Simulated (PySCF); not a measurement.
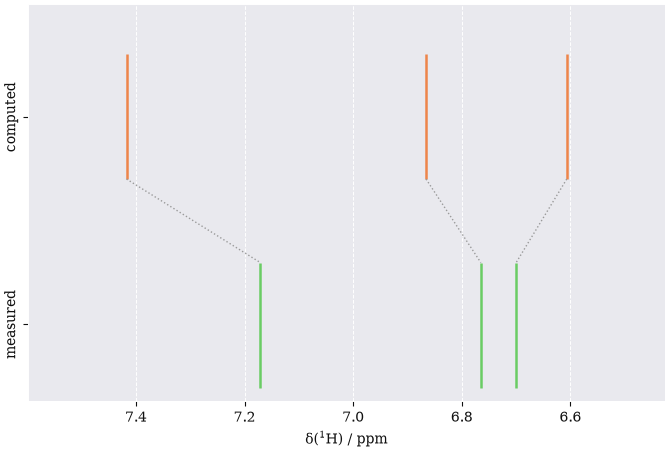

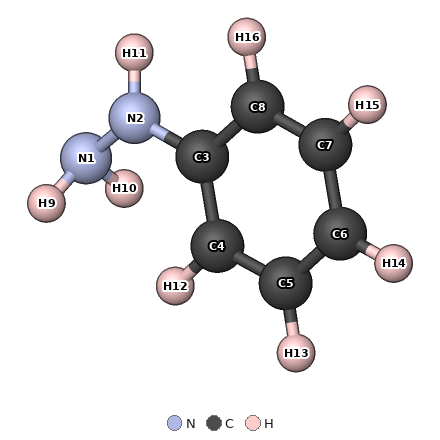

¹H shifts of C₆H₈N₂, SMILES NNc1ccccc1 against TMS: GIAO PBE0/def2-TZVP (PySCF) for one gas-phase conformer (PBE0-D3(BJ)/def2-SVP, like atoms averaged) above, published measurements (CDCl3) below; dotted lines join the same nuclei. Only nuclei with a measured value are shown, one named for each set of like atoms.

Is the order of the signals reproduced?

Yes, no dotted lines cross.

Assign the lines.

```
nucleus  computed  measured
H on C5      7.42      7.17
H on C6      6.87      6.77
H on C4      6.61      6.70
```
